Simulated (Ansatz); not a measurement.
C2H11NO3Si2

```yaml
atoms:
  - { symbol: Si, position_ang: [-0.4091, -0.1898, 0.5159] }
  - { symbol: N, position_ang: [-0.0508, -0.0674, 2.1753] }
  - { symbol: H, position_ang: [-0.6857, 0.3926, 2.7927] }
  - { symbol: H, position_ang: [0.8951, 0.0636, 2.4635] }
  - { symbol: O, position_ang: [0.9347, -0.7582, -0.1942] }
  - { symbol: Si, position_ang: [2.1473, -1.1518, -1.2001] }
  - { symbol: H, position_ang: [1.7220, -2.2260, -2.1169] }
  - { symbol: H, position_ang: [2.5613, 0.0160, -1.9995] }
  - { symbol: H, position_ang: [3.3021, -1.6255, -0.4160] }
  - { symbol: O, position_ang: [-0.8596, 1.2398, -0.1117] }
  - { symbol: C, position_ang: [-1.5249, 1.4547, -1.3268] }
  - { symbol: H, position_ang: [-2.4331, 0.8677, -1.3843] }
  - { symbol: H, position_ang: [-1.7769, 2.5049, -1.3902] }
  - { symbol: H, position_ang: [-0.8886, 1.2024, -2.1698] }
  - { symbol: O, position_ang: [-1.6595, -1.1963, 0.2372] }
  - { symbol: C, position_ang: [-1.7114, -2.5533, 0.5826] }
  - { symbol: H, position_ang: [-1.4241, -2.7071, 1.6167] }
  - { symbol: H, position_ang: [-2.7274, -2.8987, 0.4459] }
  - { symbol: H, position_ang: [-1.0572, -3.1393, -0.0547] }
```

Level of theory: Ansatz 0.2.0, RHF/6-31G*.

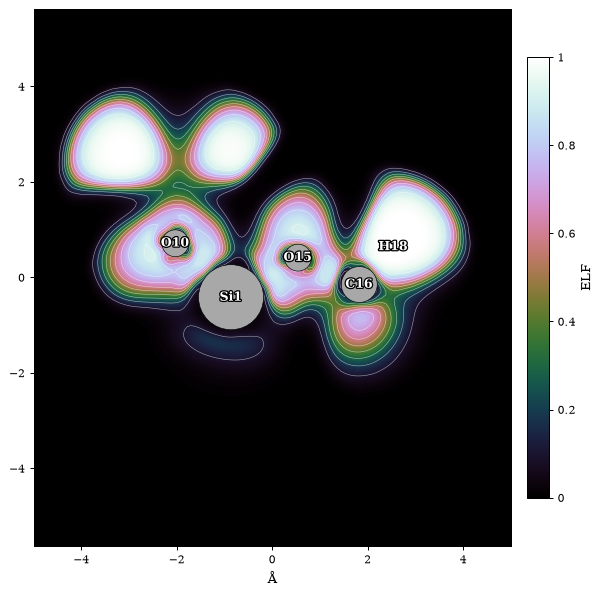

Figure 1. ELF on the plane of atoms Si1, O15 and C16. Grey discs cover the atomic cores.

**Describe what can be read from this map.**

- The plane passes through Si, O, C and H nuclei.
- C–O (1.40 Å): the ELF peaks at about 0.85 between the atoms: a shared but strongly polarised pair.
- Si–O (1.63 Å): the ELF peaks at about 0.90 between the atoms: a short, strongly polar bond.
- C–H (1.08 Å): the ELF climbs to about 1 towards the hydrogen, as it does in any bond to H (a covalent bond by its length).
- The ELF also peaks beside O10 and O15, away from the bonds: lone-pair regions.

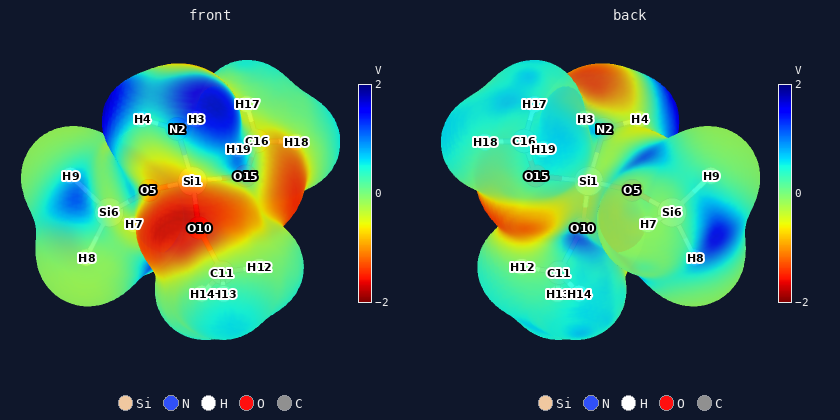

Figure 2. The electrostatic potential painted on the density surface at 0.002 e/bohr³, seen from the front and from behind; the colour scale runs from red (negative) to blue (positive).

**Which sites attract a positive test charge, and which a negative one?**

A positive charge is drawn to the negative regions and a negative charge to the positive ones. The most negative region (about −1.6 V, or −37 kcal/mol for a unit charge) lies over O10, the most positive (about +1.7 V, or +39 kcal/mol for a unit charge) over H3 and H4. O10 is the likeliest acceptor of a hydrogen bond.

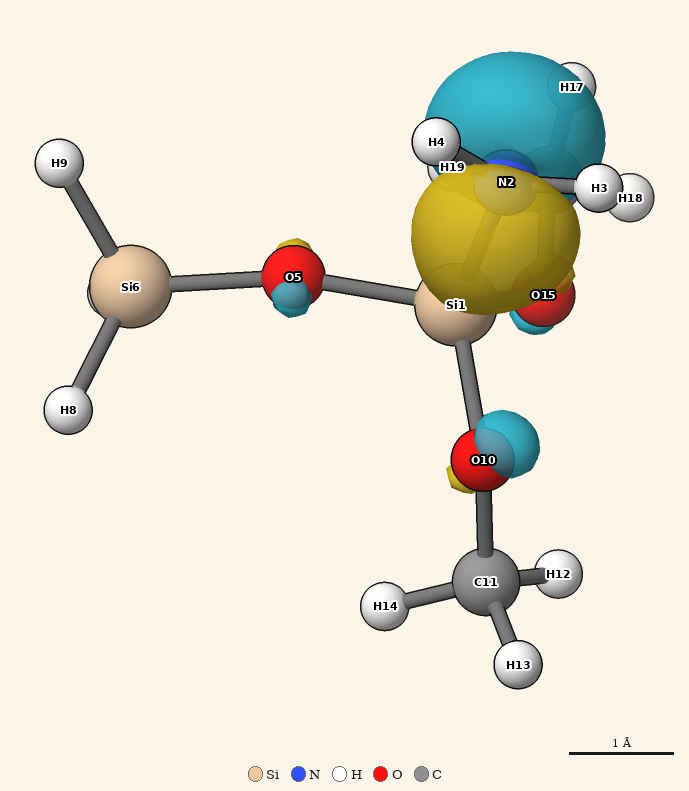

Figure 3. The HOMO at ±0.2 Å⁻³ᐟ² (yellow and cyan are the two phases), seen at a tilt.

**Describe this orbital and give its energy.**

By Hirshfeld shares it lies mainly on N2 (about 70 %); largely a lone pair of N2. Its energy is −11.12 eV.
